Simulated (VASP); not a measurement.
Band structure of ScAl$_{3}$ (space group Pm-3m). Calculation: PBE GGA, VASP's PBE PAW potentials (set 64) (plane waves; VASP).

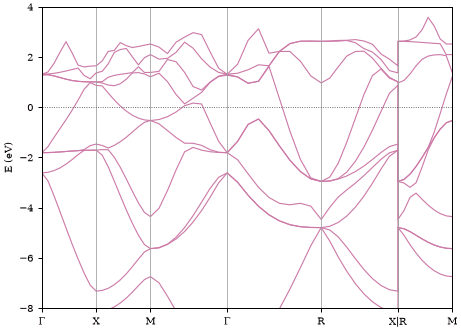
Bands along high-symmetry lines, zero at the valence-band maximum or, without a gap, the Fermi level

Problem. Read the plot: is there a gap, and where are the band edges?

Solution. It has no gap at this level: it comes out as a metal or semimetal.

The structure comes from a computed database's ScAl3 entry (Pm-3m); how it stands against other phases isn't given here. The cell was not relaxed at this level.
